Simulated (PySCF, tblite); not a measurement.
**C₇H₁₂PSi+: geometry, infrared bands and NMR shifts**

Wanted: the infrared bands and NMR shifts of C₇H₁₂PSi+ (`C=CC1=CC(C)=C([SiH3])[PH2+]1`), by calculation.

The runs use tblite 0.8.0 and PySCF 2.14.0, with density-fitted response routines of our own; the level of theory stands in each step. All values are computed, except where a source is named. Atoms are numbered from 0 throughout.

## (1) The molecule as given

21 atoms, charge 1, multiplicity 1; geometry from: force field or distance geometry start.

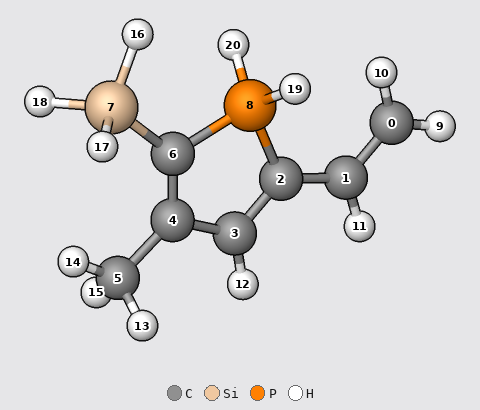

The starting geometry (carbon grey, silicon light orange, phosphorus orange, hydrogen white), atoms numbered; sticks join atoms by distance.

## (2) Geometry optimisation with GFN2-xTB

The job: settings as JSON, then the geometry in Å.

```
{"job": {"kind": "relax", "xc": "GFN2-xTB", "basis": "xTB"}, "charge": 1, "multiplicity": 1}
C      3.184100     1.774100     0.536500
C      2.716700     0.662300    -0.048200
C      1.353300     0.244900    -0.060500
C      0.877200    -0.866600    -0.648300
C     -0.563900    -1.046600    -0.510600
C     -1.195200    -2.259500    -1.124600
C     -1.142500    -0.028400     0.151100
Si    -2.854200     0.305500     0.613100
P      0.048100     1.177900     0.673700
H      4.230600     2.012700     0.516500
H      2.522400     2.480400     1.041600
H      3.433200    -0.004200    -0.525900
H      1.488700    -1.599700    -1.142900
H     -0.767100    -3.168100    -0.678600
H     -2.276600    -2.281000    -0.972200
H     -1.007100    -2.287000    -2.188800
H     -2.953300     1.581600     1.362600
H     -3.395100    -0.794500     1.464100
H     -3.710600     0.406000    -0.598200
H      0.160100     1.267600     2.082700
H     -0.157600     2.439300     0.056600
```

Command:

```console
$ OMP_NUM_THREADS=1 python probes_run.py task.json out
```

One launch serves the whole session: the jobs run in the order shown.

The log of the run:

```text
step      E/eV     max force
  0    -676.27673    3.520
  1    -676.47687    1.455
  2    -676.55945    0.724
  3    -676.61432    0.712
  4    -676.65354    0.470
  5    -676.67411    0.302
  6    -676.68299    0.185
  7    -676.68883    0.171
  8    -676.69313    0.196
  9    -676.69758    0.200
 10    -676.70090    0.145
 11    -676.70339    0.101
 12    -676.70534    0.096
 13    -676.70723    0.105
 14    -676.70884    0.104
 15    -676.70992    0.064
 16    -676.71065    0.058
 17    -676.71137    0.065
 18    -676.71231    0.092
 19    -676.71352    0.102
 20    -676.71483    0.107
 21    -676.71598    0.097
 22    -676.71679    0.062
 23    -676.71730    0.055
 24    -676.71775    0.059
 25    -676.71834    0.080
 26    -676.71918    0.094
 27    -676.72021    0.075
 28    -676.72108    0.065
 29    -676.72159    0.052
 30    -676.72187    0.035
 31    -676.72206    0.027
 32    -676.72223    0.029
 33    -676.72238    0.026
 34    -676.72251    0.028
 35    -676.72263    0.030
 36    -676.72275    0.024
 37    -676.72283    0.019
 38    -676.72289    0.020
 39    -676.72294    0.023
 40    -676.72299    0.018
 41    -676.72303    0.015
 42    -676.72307    0.013
 43    -676.72309    0.015
 44    -676.72312    0.014
 45    -676.72315    0.011
 46    -676.72318    0.012
 47    -676.72321    0.012
 48    -676.72323    0.013
 49    -676.72326    0.014
 50    -676.72331    0.016
 51    -676.72336    0.018
 52    -676.72340    0.017
 53    -676.72343    0.014
 54    -676.72345    0.012
 55    -676.72347    0.011
 56    -676.72348    0.007
```

Step by step: (not every step is listed)

```csv
step,energy from step 0 (eV),largest force (eV/Å)
0,0.0000,3.5195
1,-0.2001,1.4547
2,-0.2827,0.7237
3,-0.3376,0.7115
4,-0.3768,0.4699
5,-0.3974,0.3016
6,-0.4063,0.1854
7,-0.4121,0.1706
8,-0.4164,0.1956
12,-0.4286,0.0959
16,-0.4339,0.0583
20,-0.4381,0.1072
24,-0.4410,0.0589
28,-0.4443,0.0645
32,-0.4455,0.0287
36,-0.4460,0.0238
40,-0.4463,0.0177
44,-0.4464,0.0141
48,-0.4465,0.0129
51,-0.4466,0.0182
52,-0.4467,0.0168
53,-0.4467,0.0141
54,-0.4467,0.0124
55,-0.4467,0.0111
56,-0.4467,0.0075
```

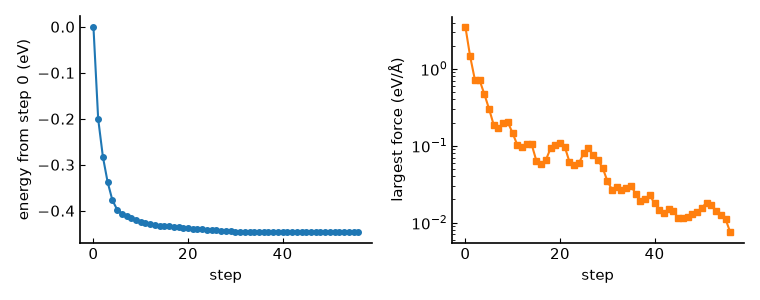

Energy and force, step by step.

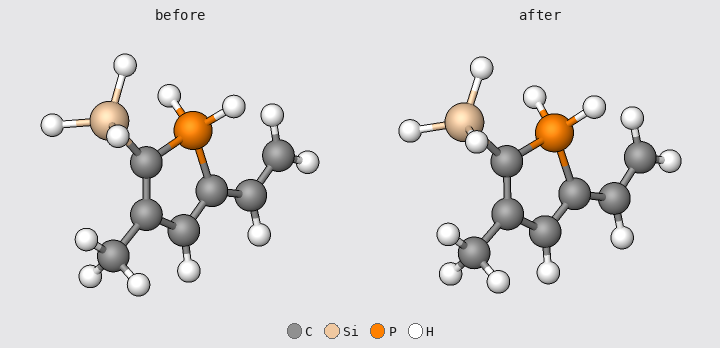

Before and after, at one scale.

Close pairs (by a distance rule), those that changed most:

```csv
bond,before (Å),after (Å),change (Å)
C6–Si7,1.804,1.915,+0.111
P8–H20,1.419,1.376,-0.044
C2–P8,1.764,1.807,+0.043
P8–H19,1.416,1.375,-0.041
Si7–H17,1.492,1.459,-0.033
Si7–H18,1.487,1.459,-0.028
C4–C5,1.499,1.479,-0.019
Si7–H16,1.483,1.465,-0.019
```

The final coordinates are the input of the step that follows.

## (3) Harmonic vibrations with GFN2-xTB

The job: settings as JSON, then the geometry in Å.

```
{"job": {"kind": "ir", "xc": "GFN2-xTB", "basis": "xTB"}, "charge": 1, "multiplicity": 1}
C      3.230690     1.773882     0.527693
C      2.829701     0.649615    -0.059980
C      1.452241     0.235311    -0.087917
C      0.891852    -0.870561    -0.639091
C     -0.557054    -1.002712    -0.493938
C     -1.240236    -2.182082    -1.069344
C     -1.179641     0.003667     0.182579
Si    -3.037110     0.224009     0.594380
P      0.090382     1.161555     0.655527
H      4.262069     2.075741     0.543940
H      2.523188     2.433142     1.016122
H      3.532758    -0.010013    -0.548037
H      1.461532    -1.623310    -1.160213
H     -0.829534    -3.095498    -0.638657
H     -2.310202    -2.152324    -0.888201
H     -1.060608    -2.226404    -2.143612
H     -3.072597     1.489200     1.331495
H     -3.415763    -0.921899     1.414671
H     -3.736991     0.292124    -0.684234
H      0.222961     1.339137     2.013044
H     -0.066557     2.424362     0.133304
```

The log of the run:

```text
mode    cm-1     km/mol
  1      75.8      0.16
  2      88.4      0.21
  3     107.1      4.20
  4     109.6      0.21
  5     122.0      0.13
  6     180.4      2.69
  7     200.9      3.42
  8     231.2      2.64
  9     297.2      0.44
 10     303.0      6.53
 11     331.5     11.83
 12     471.1      8.69
 13     504.0      9.44
 14     516.1      4.23
 15     524.2      0.52
 16     551.8     19.42
 17     563.1     80.76
 18     565.9     48.62
 19     655.1      9.08
 20     662.4      2.50
 21     718.9      1.41
 22     719.8      1.56
 23     744.9    158.97
 24     749.2    154.34
 25     777.0    423.48
 26     849.9     12.77
 27     897.1      7.37
 28     919.7     24.74
 29     962.2      4.04
 30     984.5     38.31
 31     986.9     32.98
 32    1001.3      9.56
 33    1012.2     21.17
 34    1046.1     46.08
 35    1140.1      2.17
 36    1212.9      0.26
 37    1247.5      3.35
 38    1285.0     44.37
 39    1374.9     19.44
 40    1385.5     66.09
 41    1438.1     43.98
 42    1438.5     10.43
 43    1510.9     42.76
 44    1574.7     50.76
 45    1637.8      9.60
 46    2262.1    163.99
 47    2308.5    130.45
 48    2315.0    266.83
 49    2407.6     30.78
 50    2437.1     52.88
 51    3003.6      0.13
 52    3019.2      1.10
 53    3033.9     37.85
 54    3067.4      8.57
 55    3085.8      4.26
 56    3108.1      4.64
 57    3152.6      2.52
```

Which atoms move in the most intense modes:

```csv
cm⁻¹,km/mol,atoms
563,80.8,"H18 20 %, H17 19 %, C6 16 %"
745,159.0,"H18 47 %, H17 46 %"
749,154.3,"H16 59 %, H17 19 %, H18 18 %"
777,423.5,"H16 38 %, H17 27 %, H18 27 %"
1386,66.1,"H15 32 %, H13 32 %, C5 19 %, H14 13 %"
2262,164.0,H16 96 %
2308,130.4,"H17 49 %, H18 48 %"
2315,266.8,"H18 49 %, H17 47 %"
```

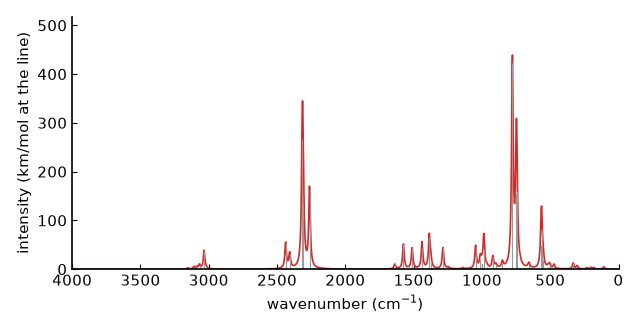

The infrared spectrum from these modes, unscaled. Lines are broadened to a width of 14 cm⁻¹ (Lorentzian).

## (4) Nuclear shieldings: PBE0/pcSseg-1

Settings changed since step 3:

```diff
@@ -1,2 +1,2 @@
-{"job": {"kind": "ir", "xc": "GFN2-xTB", "basis": "xTB"}, "charge": 1, "multiplicity": 1}
+{"job": {"kind": "nmr", "xc": "PBE0", "basis": "pcSseg-1"}, "charge": 1, "multiplicity": 1}
 C      3.230690     1.773882     0.527693
```

Method: GIAO PBE0/pcSseg-1 NMR shielding, non-relativistic, gas phase.

The log of the run:

```text
coarse grid: 18296 points
cycle   1  E = -903.7474207012  dE =  1.523e+00  |g| = 4.384e-01  |ddm| = 4.407e+00
cycle   2  E = -903.7446434825  dE =  2.777e-03  |g| = 4.582e-01  |ddm| = 1.091e+00
cycle   3  E = -903.8008385813  dE = -5.620e-02  |g| = 6.496e-02  |ddm| = 5.945e-01
cycle   4  E = -903.8013804049  dE = -5.418e-04  |g| = 4.753e-02  |ddm| = 1.136e-01
cycle   5  E = -903.8019592748  dE = -5.789e-04  |g| = 1.047e-02  |ddm| = 5.218e-02
cycle   6  E = -903.8019836647  dE = -2.439e-05  |g| = 3.627e-03  |ddm| = 1.321e-02
cycle   7  E = -903.8019870345  dE = -3.370e-06  |g| = 1.087e-03  |ddm| = 4.816e-03
final grid: 166776 points
cycle   8  E = -903.8554227798  dE = -3.287e-05  |g| = 8.399e-03  |ddm| = 3.816e-02
cycle   9  E = -903.8554077837  dE =  1.500e-05  |g| = 1.096e-02  |ddm| = 2.159e-02
cycle  10  E = -903.8554405767  dE = -3.279e-05  |g| = 2.561e-03  |ddm| = 1.450e-02
cycle  11  E = -903.8554423901  dE = -1.813e-06  |g| = 3.053e-04  |ddm| = 2.701e-03
cycle  12  E = -903.8554424092  dE = -1.916e-08  |g| = 1.363e-04  |ddm| = 4.126e-04
cycle  13  E = -903.8554424132  dE = -3.988e-09  |g| = 4.591e-05  |ddm| = 1.431e-04
cycle  14  E = -903.8554424137  dE = -5.223e-10  |g| = 1.542e-05  |ddm| = 6.722e-05
converged SCF energy = -903.8554424137

GIAO shielding tensors (ppm)
atom      isotropic    diamagn.    paramagn.     s11        s22        s33       span
  0 C       46.912     258.268    -211.356    -63.624     51.001    153.358    216.982
  1 C       49.884     248.208    -198.325    -58.690     46.330    162.011    220.701
  2 C       42.684     270.534    -227.850    -42.458     57.455    113.053    155.511
  3 C       28.823     253.808    -224.985    -66.737     30.095    123.110    189.847
  4 C       -7.470     264.333    -271.803   -130.907    -18.429    126.925    257.831
  5 C      161.122     245.820     -84.698    141.685    160.308    181.372     39.687
  6 C       86.073     268.905    -182.832    -11.851    115.817    154.254    166.105
  7 Si     433.675     881.185    -447.509    412.704    441.837    446.485     33.781
  8 P      363.125     973.818    -610.693    248.457    361.915    479.003    230.546
  9 H       25.151      26.127      -0.977     23.215     23.960     28.276      5.061
 10 H       25.597      32.590      -6.993     21.963     24.304     30.524      8.561
 11 H       24.427      29.344      -4.917     22.133     24.079     27.070      4.936
 12 H       24.318      35.276     -10.958     22.415     22.502     28.037      5.622
 13 H       28.935      27.855       1.080     25.186     26.629     34.990      9.804
 14 H       28.964      29.874      -0.910     23.875     29.979     33.038      9.163
 15 H       28.938      27.855       1.083     25.191     26.633     34.991      9.800
 16 H       27.315      28.429      -1.114     22.935     26.932     32.078      9.143
 17 H       26.853      28.555      -1.702     23.247     25.194     32.118      8.871
 18 H       26.854      28.554      -1.700     23.249     25.191     32.121      8.873
 19 H       25.230      30.828      -5.598     20.824     23.536     31.330     10.506
 20 H       25.229      30.824      -5.595     20.822     23.535     31.329     10.506
```

Run time: 3.1 min. Hardware: 1 thread, shared host.

The references, computed at this level on geometries of the same kind, shield at (ppm): 1H TMS 31.72, 13C TMS 186.9, 29Si TMS 349.2, 31P H3PO4 318.4. Their shielding less the atom's gives the shift. The references are single molecules in the gas phase, so shifts against H2O, NH3, PH3, H3PO4 or CFCl3 are not on the usual liquid scales and can be off by tens of ppm. Atoms listed in one row are averaged.

```csv
atoms,environment,σ (ppm),δ (ppm)
C4,fully substituted alkene carbon,-7.5,194.4
C3,alkene CH,28.8,158.1
C2,fully substituted alkene carbon,42.7,144.2
C0,terminal =CH2 carbon,46.9,140.0
C1,alkene CH,49.9,137.0
C6,fully substituted alkene carbon,86.1,100.9
C5,allylic methyl carbon,161.1,25.8
H12,hydrogen on an alkene CH,24.32,7.40
H11,hydrogen on an alkene CH,24.43,7.29
H9,hydrogen on a terminal =CH2 carbon,25.15,6.57
"H19, H20","hydrogen on a phosphorus bonded to 2 C, in a 5-membered ring",25.23,6.49
H10,hydrogen on a terminal =CH2 carbon,25.60,6.12
"H16, H17, H18",hydrogen on a silicon bonded to C,27.01,4.71
"H13, H14, H15",hydrogen on an allylic methyl carbon,28.95,2.77
Si7,"silicon bonded to C, 3 H",433.7,-84.5
P8,"phosphorus bonded to 2 C, 2 H, in a 5-membered ring",363.1,-44.8
```

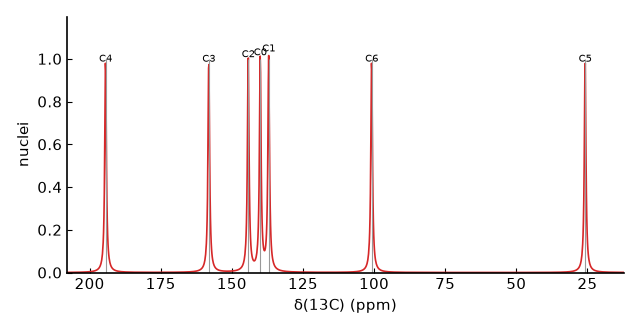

13C lines at the computed shifts, without couplings. Lines are broadened to a width of 0.67 ppm (Lorentzian).

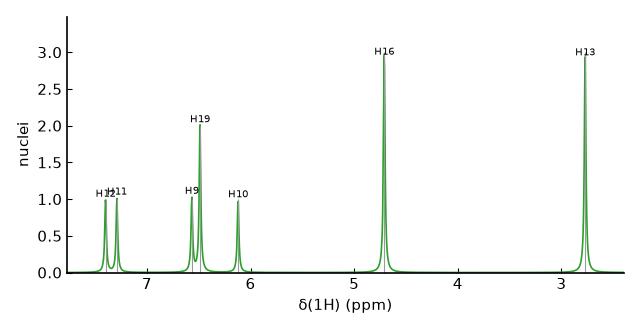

1H lines at the computed shifts, without couplings. Lines are broadened to a width of 0.02 ppm (Lorentzian).

Charges from the same density, by scheme (e):

```csv
atoms,Mulliken,IAO,Hirshfeld,ESP fit
C0,-0.13,-0.26,-0.05,-0.27
C1,-0.03,-0.14,-0.03,-0.25
C2,-0.49,-0.19,-0.02,0.06
C3,0.09,-0.13,-0.01,-0.29
C4,-0.21,0.10,0.06,0.44
C5,-0.11,-0.43,-0.09,-0.58
C6,-0.68,-0.54,-0.15,-0.53
Si7,0.58,0.61,0.35,0.47
P8,0.72,0.91,0.45,0.47
```

Mulliken charges:

C0 -0.13; C1 -0.03; C2 -0.49; C3 0.09; C4 -0.21; C5 -0.11; C6 -0.68; Si7 0.58; P8 0.72; H9 0.17; H10 0.13; H11 0.14; H12 0.12; H13 0.17; H14 0.16; H15 0.17; H16 -0.08; H17 -0.02; H18 -0.02; H19 0.17; H20 0.17

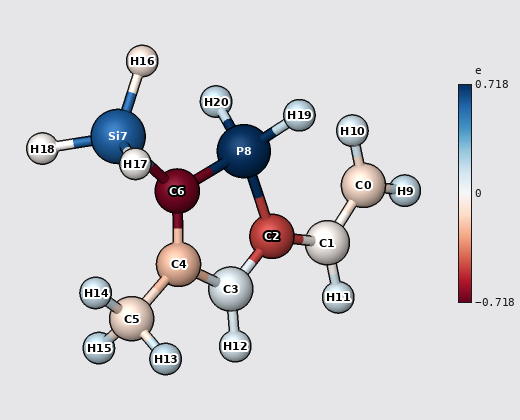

Mulliken charges, as colours on the atoms.

Mayer bond orders: C0–C1 1.86, C1–C2 1.09, C2–C3 1.66, C3–C4 1.05, C4–C5 1.11, C4–C6 1.71, C6–Si7 0.78, C6–P8 1.02, P8–C2 0.93.

Ring of atoms C2, C3, C4, C6, P8: NICS(0) 0.8, NICS(1) -2.2, NICS(1)zz 3.0 ppm (means of both faces).

The fields below are evaluated on a grid from the run's orbitals.

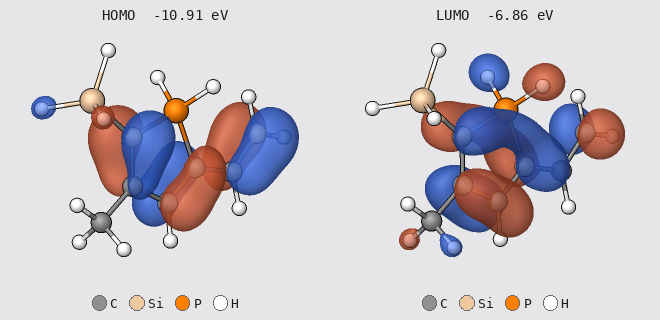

Frontier orbitals at PBE0/pcSseg-1; each surface holds 70 % of the orbital's density, blue and red mark the sign.

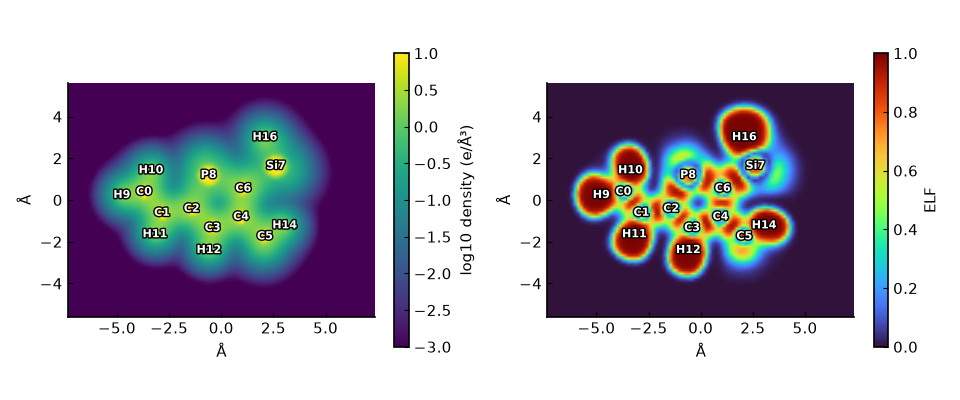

Density (left) and ELF (right) in a plane through or near 15 of the atoms.

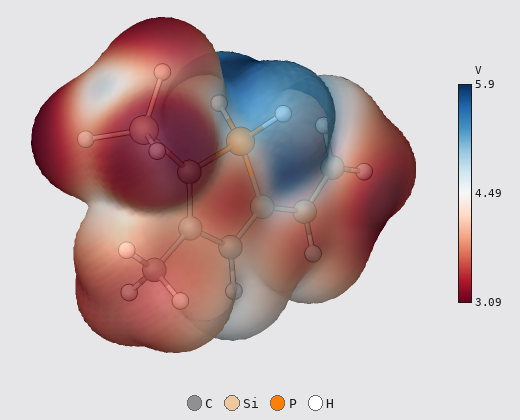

The potential that a unit positive charge feels on the 0.002 e/bohr³ surface, from the 1st to the 99th percentile, from 3.09 V near C0 to 5.90 V near H20.

## (5) Results

| quantity | value |
| --- | --- |
| strongest single infrared mode (GFN2-xTB) | 777 cm⁻¹, 423 km/mol |
| zero-point energy (GFN2-xTB) | 97.0 kcal/mol |
| 13C shifts against TMS (PBE0/pcSseg-1) | 194.4, 158.1, 144.2, 140.0, 137.0, 100.9, 25.8 ppm |
| 1H shifts against TMS (PBE0/pcSseg-1, means over atoms taken as alike) | 7.40, 7.29, 6.57, 6.49, 6.12, 4.71, 2.77 ppm |
| 29Si shifts against TMS (PBE0/pcSseg-1) | -84.5 ppm |
| 31P shifts against H3PO4 (PBE0/pcSseg-1) | -44.8 ppm |

What this shows: Over 56 steps the energy fell by 0.447 eV; of the close pairs, C6–Si7 changed most, 1.804 to 1.915 Å. All 57 modes are real, so the xTB geometry is a minimum. The strongest single mode, at 777 cm⁻¹, has its largest shares on H16, H17 and H18 (the list is cut at 3 atoms). GFN2-xTB is a fitted tight-binding method: band positions and strengths are rough. Its intensities can rank the bands wrongly. At PBE0/pcSseg-1: Shielding is most anisotropic at C4 (span 258 ppm, paramagnetic term -272 ppm). At PBE0/pcSseg-1, counted by nearest atom on the grid, the HOMO lies on C0, C6 about 21 % each; C2, C3 about 13 % each, the LUMO on 4 C atoms about 15 % each; C0 9 %.
